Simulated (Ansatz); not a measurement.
# HF/STO-3G run of SnSe (SMILES [Se][Sn])

What is the electronic atomisation energy of SnSe at HF/STO-3G? 

Program for the calculation: Ansatz 0.2.0.

53 further runs of the same task are left out: 14 that didn't finish, 39 set aside as unsound or not needed.

## (1) The structure to begin with

SnSe has 2 atoms, charge 0, and is taken as a singlet. As SMILES, `[Se][Sn]`. The shape comes from GFN2-xTB, which is rough for such elements, and wasn't checked as a minimum.

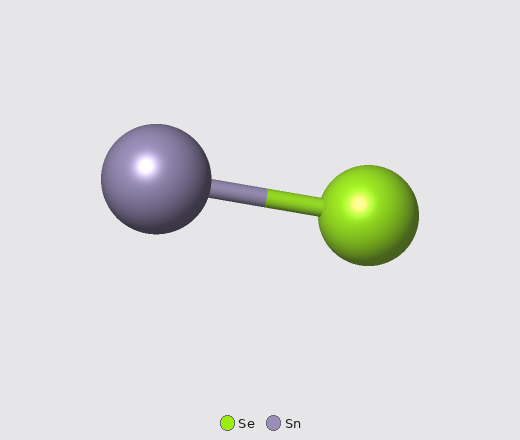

The structure, seen from a chosen angle (selenium green, tin purple).

## (2) A single-point energy at HF/STO-3G

The input, in.yaml:

```yaml
crystal:
  periodic: [false, false, false]
  atoms:
    - {symbol: Se, position_ang: [0.000000, 0.000000, 0.000000]}
    - {symbol: Sn, position_ang: [0.000000, 0.000000, 2.338340]}
basis:
  gaussian: {orbitals: STO-3G}
hamiltonian: {xc: hf}
accuracy: high
```

On the command line:

```console
ansatz run in.yaml --threads 1 --pin off --max-ram 2610MiB --events-out events.jsonl --progress --plain --runs-dir runs
```

The program printed:

```text
Warning: RAYON_NUM_THREADS=1 ignored (pool sized by the plan → 1); use --threads N
Functional definition: HF
  name "HF"
  exchange = exact_x
  correlation = 0
711 factors; integrals over basis functions are off by at most 1.0e-8 eV
mean field evaluation 1: about -226854.6848 eV, gradient 1.9e1 eV
mean field evaluation 2: about -226854.7259 eV, gradient 1.9e1 eV
mean field evaluation 4: about -226857.7619 eV, gradient 9.4e-1 eV
mean field evaluation 8: about -226857.7651 eV, gradient 4.2e-6 eV
mean field -226857.76509085 eV, -8336.8690973725 hartree, gradient 2.8e-8 eV, S^2 0.000000; 0 other end points of the search recorded, 0 dependent functions left out
reference -226857.76509085 eV, -8336.8690973725 hartree; 42, 42 occupied and 3, 3 virtual orbitals, 711 factors
Total energy: -226857.76509085 eV, -8336.8690973725 hartree
```

Run time: 0.85 s. Hardware: 1 thread of Arm Neoverse V1, shared host; peak memory 0.11 GiB.

## (3) The Se atom, same level

The input, job.yaml:

```yaml
crystal:
  periodic: [false, false, false]
  atoms:
    - {symbol: Se, position_ang: [0.000000, 0.000000, 0.000000]}
basis:
  gaussian: {orbitals: STO-3G}
magnetization: {spin_polarized: true, initial_magnetization: 2}
hamiltonian: {xc: hf}
accuracy: high
```

Run the same way, it converges to -2373.52734 Eh (log not shown).

## (4) The Sn atom, same level

The input, run.yaml:

```yaml
crystal:
  periodic: [false, false, false]
  atoms:
    - symbol: Sn
      position_ang: [0.000000, 0.000000, 0.000000]
basis:
  gaussian: {orbitals: STO-3G}
magnetization: {spin_polarized: true, initial_magnetization: 2}
hamiltonian: {xc: hf}
accuracy: high
```

Run the same way, it converges to -5963.20613 Eh (log not shown).

## (5) Summary of results

Level: HF/STO-3G.

| quantity | value |
| --- | --- |
| molecule: total energy | -8336.86910 Eh |
| Se atom: total energy | -2373.52734 Eh |
| Se atom: ⟨S²⟩ | 2.000 |
| Sn atom: total energy | -5963.20613 Eh |
| Sn atom: ⟨S²⟩ | 2.000 |
| electronic atomisation energy | 3.690 eV |

In words: Taking the molecule apart into free atoms costs 3.69 eV (85 kcal/mol), before zero-point energy and without spin-orbit coupling. Hartree–Fock lacks the correlation of the bonding pairs, which as a rule makes this value much too low; in minimal bases other errors can mask that. In a minimal basis such a difference can be off by several eV, whatever the method. Relativity is left out (molecule) although the molecule holds a heavy atom. Relativity is left out (Sn atom) although the molecule holds a heavy atom.
